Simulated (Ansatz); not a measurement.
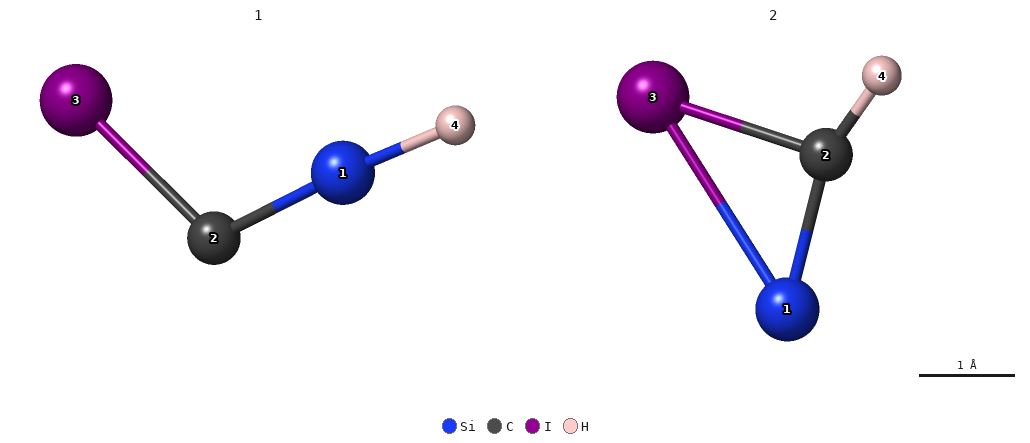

Two geometries of CHISi, drawn at one scale. One is the start of a relaxation, the other its converged end. A ball-and-stick model, seen at a tilt.

Theory: RKS PBE0-D4/def2-TZVP in Ansatz. Settings: force threshold 0.005 eV/Å; at most 200 steps.

Which one is relaxed?

Structure 2 is the relaxed one. Si1 moves most after the best rigid fit: 1.68 Å. Largest moves by element: Si 1.68 Å, C 1.48 Å, H 1.19 Å, I 0.75 Å. Some distances before and after: C2–H4 3.179 → 1.079 Å, Si1–H4 1.459 → 2.730 Å, Si1–I3 3.311 → 2.746 Å, C2–I3 2.193 → 2.174 Å. New bonds form: C2–H4 (3.18 → 1.08 Å). Bonds break: Si1–H4 (1.46 → 2.73 Å). Bond angles that change, for instance: Si1–C2–I3 115.0° → 89.4°. After 29 accepted moves (30 points after the start) the energy has fallen by 3.141 eV. The largest force component goes from 2.2 to 0.00065 eV/Å. The line search rejected the trial step at point 19 of the run.
